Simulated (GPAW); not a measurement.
# zigzag Ti chain, bond 3.025 A: a ladder in the plane-wave cutoff, part 2 of 2

Wanted: the cheapest choice of the plane-wave cutoff that holds the magnetic results of zigzag Ti chain, bond 3.025 A.

GPAW 26.7.0; PBE; plane waves with GPAW's PAW setups, scalar-relativistic.

So far, largest spin moment in the augmentation sphere (μB): step 2 (rung 1 (250 eV), start ferro ++) 1.50; step 4 (cutoff 325 eV) 1.51; step 5 (antiferromagnetic, cutoff 325 eV, start moments [1.0, -1.0] μB) 1.32; step 6 (cutoff 400 eV) 1.52; step 7 (antiferromagnetic, cutoff 400 eV, start moments [1.0, -1.0] μB) 1.33.

## 8. Rung 4 (500 eV), start ferro ++

order1.py reads:

```python
import json
import numpy as np
from ase import Atoms
from ase.parallel import paropen, parprint
from gpaw import GPAW

atoms = Atoms(['Ti', 'Ti'],
    cell=[[12.0, 0.0, 0.0],
         [0.0, 12.0, 0.0],
         [0.0, 0.0, 3.63]],
    scaled_positions=[[0.39916667, 0.5, 0.0],
         [0.60083333, 0.5, 0.5]],
    pbc=True,
    magmoms=[1.0, 1.0])
atoms.calc = GPAW(mode={'name': 'pw', 'ecut': 500},
    xc='PBE',
    kpts={'size': (1, 1, 8), 'gamma': True},
    occupations={'name': 'fermi-dirac', 'width': 0.15},
    convergence={'density': 0.0001, 'energy': 1e-05},
    maxiter=200,
    txt='order1.txt')
e = atoms.get_potential_energy(force_consistent=True)
res = {'free_energy': e, 'energy_sigma0': atoms.get_potential_energy(), 'fermi_energy': atoms.calc.get_fermi_level()}
res['moments'] = atoms.get_magnetic_moments().tolist()
res['total'] = atoms.get_magnetic_moment()
parprint('site moments (muB):', np.round(res['moments'], 3))
parprint(f"total moment: {res['total']:.3f} muB")
parprint(f'free energy: {e:.6f} eV')
atoms.calc.write('order1.gpw')
with paropen('results.json', 'w') as f:
    json.dump(res, f)
```

Run with:

```
> OMP_NUM_THREADS=1 python3 order1.py > order1.log
```

What it wrote:

```text
site moments (muB): [1.524 1.524]
total moment: 5.151 muB
free energy: -6.872153 eV

--- order1.txt ---
Input parameters:
  mode=PW(ecut=500),
  convergence={'density': 0.0001, 'energy': 1e-05},
  kpts=MonkhorstPack(size=(1, 1, 8), gamma=True),
  maxiter=200,
  occupations=Occupations(name='fermi-dirac', width=0.15),
  xc=XC(name='PBE')

Diagonalizing LCAO Hamiltonian
Converting LCAO to pw mode
[...]
|          6 |       -36.554 |     1.000 |       -34.879 |     1.000 |
|          7 |       -36.487 |     1.000 |       -34.864 |     1.000 |
[...]
|         16 |        -2.088 |     0.114 |        -0.739 |     0.000 |
|         17 |        -1.977 |     0.058 |        -0.478 |     0.000 |
|         18 |        -1.689 |     0.009 |        -0.464 |     0.000 |
|         19 |        -1.355 |     0.001 |        -0.077 |     0.000 |

No gap
No difference between direct/indirect transitions


[key lines of the parts left out:]
Free energy:      -6.872153
Converged in 20 steps
dipole moment: (0.000020, 0.000001, -11.441836)  # |e|*Ang
Fermi level: -2.395
```

Elapsed: 76 s, on 1 MPI rank of Arm Neoverse V2, shared host; peak memory 0.39 GiB.

This step gave:

* magnetization: 5.151 μB
* final state: ferromagnetic
* largest moment: 1.524 μB

The largest moment is that of rung 3, at 1.6 times its CPU time.

## 9. Rung 4 (500 eV), start antiferro +-

order2.py reads:

```python
import json
import numpy as np
from ase import Atoms
from ase.parallel import paropen, parprint
from gpaw import GPAW

atoms = Atoms(['Ti', 'Ti'],
    cell=[[12.0, 0.0, 0.0],
         [0.0, 12.0, 0.0],
         [0.0, 0.0, 3.63]],
    scaled_positions=[[0.39916667, 0.5, 0.0],
         [0.60083333, 0.5, 0.5]],
    pbc=True,
    magmoms=[1.0, -1.0])
atoms.calc = GPAW(mode={'name': 'pw', 'ecut': 500},
    xc='PBE',
    kpts={'size': (1, 1, 8), 'gamma': True},
    occupations={'name': 'fermi-dirac', 'width': 0.15},
    convergence={'density': 0.0001, 'energy': 1e-05},
    maxiter=200,
    txt='order2.txt')
e = atoms.get_potential_energy(force_consistent=True)
res = {'free_energy': e, 'energy_sigma0': atoms.get_potential_energy(), 'fermi_energy': atoms.calc.get_fermi_level()}
res['moments'] = atoms.get_magnetic_moments().tolist()
res['total'] = atoms.get_magnetic_moment()
parprint('site moments (muB):', np.round(res['moments'], 3))
parprint(f"total moment: {res['total']:.3f} muB")
parprint(f'free energy: {e:.6f} eV')
atoms.calc.write('order2.gpw')
with paropen('results.json', 'w') as f:
    json.dump(res, f)
```

Run with:

```
> OMP_NUM_THREADS=1 python3 order2.py > order2.log
```

What it wrote:

```text
site moments (muB): [ 1.331 -1.331]
total moment: -0.000 muB
free energy: -6.772122 eV

--- order2.txt ---
Input parameters:
  mode=PW(ecut=500),
  convergence={'density': 0.0001, 'energy': 1e-05},
  kpts=MonkhorstPack(size=(1, 1, 8), gamma=True),
  maxiter=200,
  occupations=Occupations(name='fermi-dirac', width=0.15),
  xc=XC(name='PBE')

Diagonalizing LCAO Hamiltonian
Converting LCAO to pw mode
[...]
|          5 |       -35.051 |     1.000 |       -35.051 |     1.000 |
|          6 |       -34.892 |     1.000 |       -34.892 |     1.000 |
[...]
|         15 |        -1.618 |     0.007 |        -1.618 |     0.007 |
|         16 |        -1.141 |     0.000 |        -1.141 |     0.000 |
|         17 |        -0.965 |     0.000 |        -0.965 |     0.000 |
|         18 |        -0.547 |     0.000 |        -0.548 |     0.000 |

No gap
No difference between direct/indirect transitions


[key lines of the parts left out:]
Free energy:      -6.772122
Converged in 22 steps
dipole moment: (0.000001, 0.000001, -11.442986)  # |e|*Ang
Fermi level: -2.368
```

Elapsed: 82 s, on 1 MPI rank; peak memory 0.39 GiB.

Read from the output:

```yaml
magnetization: 0 μB
final_state: antiferromagnetic
largest_moment: 1.331 μB
```

This start lies +50.0 meV a seeded atom from the first, a change of +0.2 meV since rung 3; its largest moment is 1.33 μB.

## 10. Rung 5 (650 eV), start ferro ++

order1.py is the script of step 8 with these lines changed:

```diff
@@ -14,3 +14,3 @@
     magmoms=[1.0, 1.0])
-atoms.calc = GPAW(mode={'name': 'pw', 'ecut': 500},
+atoms.calc = GPAW(mode={'name': 'pw', 'ecut': 650},
     xc='PBE',
```

Run with:

```
> OMP_NUM_THREADS=1 python3 order1.py > order1.log
```

What it wrote:

```text
site moments (muB): [1.524 1.524]
total moment: 5.152 muB
free energy: -6.936262 eV

--- order1.txt ---
Input parameters:
  mode=PW(ecut=650),
  convergence={'density': 0.0001, 'energy': 1e-05},
  kpts=MonkhorstPack(size=(1, 1, 8), gamma=True),
  maxiter=200,
  occupations=Occupations(name='fermi-dirac', width=0.15),
  xc=XC(name='PBE')

Diagonalizing LCAO Hamiltonian
Converting LCAO to pw mode
[...]
|          6 |       -36.558 |     1.000 |       -34.884 |     1.000 |
|          7 |       -36.492 |     1.000 |       -34.869 |     1.000 |
[...]
|         16 |        -2.087 |     0.114 |        -0.739 |     0.000 |
|         17 |        -1.976 |     0.058 |        -0.478 |     0.000 |
|         18 |        -1.689 |     0.009 |        -0.463 |     0.000 |
|         19 |        -1.355 |     0.001 |        -0.077 |     0.000 |

No gap
No difference between direct/indirect transitions


[key lines of the parts left out:]
Free energy:      -6.936262
Converged in 20 steps
dipole moment: (-0.000045, 0.000001, -11.444739)  # |e|*Ang
Fermi level: -2.395
```

Elapsed: 1.8 min, on 1 MPI rank; peak memory 0.54 GiB.

Numbers from this step:

- magnetization: 5.152 μB
- final state: ferromagnetic
- largest moment: 1.524 μB

The largest moment is that of rung 4, at 1.4 times its CPU time.

## 11. Rung 5 (650 eV), start antiferro +-

order2.py is the script of step 9 with these lines changed:

```diff
@@ -14,3 +14,3 @@
     magmoms=[1.0, -1.0])
-atoms.calc = GPAW(mode={'name': 'pw', 'ecut': 500},
+atoms.calc = GPAW(mode={'name': 'pw', 'ecut': 650},
     xc='PBE',
```

Run with:

```
> OMP_NUM_THREADS=1 python3 order2.py > order2.log
```

What it wrote:

```text
site moments (muB): [ 1.331 -1.331]
total moment: 0.000 muB
free energy: -6.836197 eV

--- order2.txt ---
Input parameters:
  mode=PW(ecut=650),
  convergence={'density': 0.0001, 'energy': 1e-05},
  kpts=MonkhorstPack(size=(1, 1, 8), gamma=True),
  maxiter=200,
  occupations=Occupations(name='fermi-dirac', width=0.15),
  xc=XC(name='PBE')

Diagonalizing LCAO Hamiltonian
Converting LCAO to pw mode
[...]
|          5 |       -35.055 |     1.000 |       -35.055 |     1.000 |
|          6 |       -34.896 |     1.000 |       -34.896 |     1.000 |
[...]
|         15 |        -1.618 |     0.007 |        -1.618 |     0.007 |
|         16 |        -1.141 |     0.000 |        -1.141 |     0.000 |
|         17 |        -0.965 |     0.000 |        -0.965 |     0.000 |
|         18 |        -0.548 |     0.000 |        -0.548 |     0.000 |

No gap
No difference between direct/indirect transitions


[key lines of the parts left out:]
Free energy:      -6.836197
Converged in 23 steps
dipole moment: (0.000006, 0.000001, -11.445875)  # |e|*Ang
Fermi level: -2.367
```

It took 1.9 min on 1 MPI rank; peak memory 0.54 GiB.

Read from the output:

* magnetization: 0 μB
* final state: antiferromagnetic
* largest moment: 1.331 μB

This start lies +50.0 meV a seeded atom from the first, a change of +0.0 meV since rung 4; its largest moment is 1.33 μB.

## 12. Rung 6 (800 eV), start ferro ++

order1.py is the script of step 10 with these lines changed:

```diff
@@ -14,3 +14,3 @@
     magmoms=[1.0, 1.0])
-atoms.calc = GPAW(mode={'name': 'pw', 'ecut': 650},
+atoms.calc = GPAW(mode={'name': 'pw', 'ecut': 800},
     xc='PBE',
```

Run with:

```
> OMP_NUM_THREADS=1 python3 order1.py > order1.log
```

What it wrote:

```text
site moments (muB): [1.526 1.526]
total moment: 5.153 muB
free energy: -6.985243 eV

--- order1.txt ---
Input parameters:
  mode=PW(ecut=800),
  convergence={'density': 0.0001, 'energy': 1e-05},
  kpts=MonkhorstPack(size=(1, 1, 8), gamma=True),
  maxiter=200,
  occupations=Occupations(name='fermi-dirac', width=0.15),
  xc=XC(name='PBE')

Diagonalizing LCAO Hamiltonian
Converting LCAO to pw mode
[...]
|          6 |       -36.557 |     1.000 |       -34.881 |     1.000 |
|          7 |       -36.490 |     1.000 |       -34.866 |     1.000 |
[...]
|         16 |        -2.087 |     0.114 |        -0.739 |     0.000 |
|         17 |        -1.976 |     0.058 |        -0.472 |     0.000 |
|         18 |        -1.689 |     0.009 |        -0.463 |     0.000 |
|         19 |        -1.355 |     0.001 |        -0.220 |     0.000 |

No gap
No difference between direct/indirect transitions


[key lines of the parts left out:]
Free energy:      -6.985243
Converged in 35 steps
dipole moment: (-0.000041, 0.000001, -11.442922)  # |e|*Ang
Fermi level: -2.395
```

Run time: 3.8 min. Hardware: 1 MPI rank; peak memory 0.67 GiB.

Read from the output:

```
magnetization  : 5.153 μB
final state    : ferromagnetic
largest moment : 1.526 μB
```

The largest moment is that of rung 5, at 2.1 times its CPU time.

## 13. Rung 6 (800 eV), start antiferro +-

order2.py is the script of step 11 with these lines changed:

```diff
@@ -14,3 +14,3 @@
     magmoms=[1.0, -1.0])
-atoms.calc = GPAW(mode={'name': 'pw', 'ecut': 650},
+atoms.calc = GPAW(mode={'name': 'pw', 'ecut': 800},
     xc='PBE',
```

Run with:

```
> OMP_NUM_THREADS=1 python3 order2.py > order2.log
```

What it wrote:

```text
site moments (muB): [ 1.332 -1.332]
total moment: -0.000 muB
free energy: -6.885119 eV

--- order2.txt ---
Input parameters:
  mode=PW(ecut=800),
  convergence={'density': 0.0001, 'energy': 1e-05},
  kpts=MonkhorstPack(size=(1, 1, 8), gamma=True),
  maxiter=200,
  occupations=Occupations(name='fermi-dirac', width=0.15),
  xc=XC(name='PBE')

Diagonalizing LCAO Hamiltonian
Converting LCAO to pw mode
[...]
|          5 |       -35.053 |     1.000 |       -35.053 |     1.000 |
|          6 |       -34.894 |     1.000 |       -34.894 |     1.000 |
[...]
|         15 |        -1.618 |     0.007 |        -1.618 |     0.007 |
|         16 |        -1.141 |     0.000 |        -1.141 |     0.000 |
|         17 |        -0.964 |     0.000 |        -0.964 |     0.000 |
|         18 |        -0.548 |     0.000 |        -0.548 |     0.000 |

No gap
No difference between direct/indirect transitions


[key lines of the parts left out:]
Free energy:      -6.885119
Converged in 23 steps
dipole moment: (-0.000001, 0.000001, -11.444069)  # |e|*Ang
Fermi level: -2.367
```

Elapsed: 2.6 min, on 1 MPI rank; peak memory 0.66 GiB.

This step gave:

* magnetization: 0 μB
* final state: antiferromagnetic
* largest moment: 1.332 μB

This start lies +50.1 meV a seeded atom from the first, a change of +0.0 meV since rung 5; its largest moment is 1.33 μB.

## 14. Side by side

Ladder, by row:

```
rung  cutoff (eV)  state from the first start  state from the second start  second less first (meV a seeded atom)  moment, first (μB)  moment, second (μB)  CPU time (s)
   1          250               ferromagnetic            antiferromagnetic                                  50.33               1.502                1.309         52.59
   2          325               ferromagnetic            antiferromagnetic                                  49.66               1.508                1.315          69.7
   3          400               ferromagnetic            antiferromagnetic                                  49.77                1.52                1.327         99.06
   4          500               ferromagnetic            antiferromagnetic                                  50.02               1.524                1.331         158.2
   5          650               ferromagnetic            antiferromagnetic                                  50.03               1.524                1.331         221.4
   6          800               ferromagnetic            antiferromagnetic                                  50.06               1.526                1.332         381.5
```

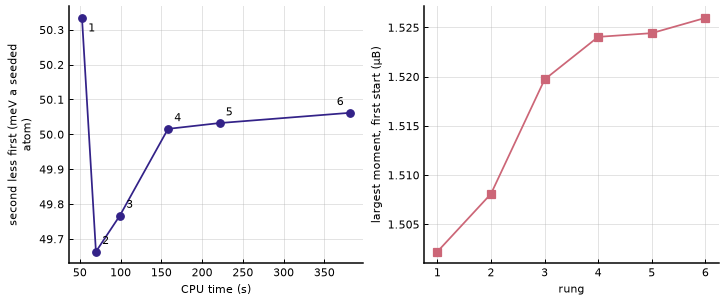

Result against cost, rungs numbered as in the table, and the moment by rung.

## 15. Results

* range of the moment in the table, first start: 1.50 to 1.53 μB
* range of CPU time: 53 s to 6.4 min
* range of the energy difference: 49.7 to 50.3 meV a seeded atom
* first rung from which all stay within 2.5 meV of the last: 1

**Reading.** From rung 1 on the result stays within 0.40 meV of the last rung, inside the margin of 2.5 meV set for it, at 14 % of the last rung's cost. The first start ends lower on every rung of the table; whether functional and cell give the true order is another question.

[Logs and program files are shortened in this print: banners, set-up blocks, solver, clock and traceback lines can be left out without a mark of their own.]

[Logs are printed without paths, hosts, clocks, repeated set-up lines and the standing remarks that a program may print on its own settings, such as how far it seeks lower states.]

[Hosts, paths, dates, database ids (printed as entryN), source tags and the programs' standing remarks are cut or masked in the printed files.]

[Where a cell is said to come from a database of computed structures, the database is the Materials Project.]
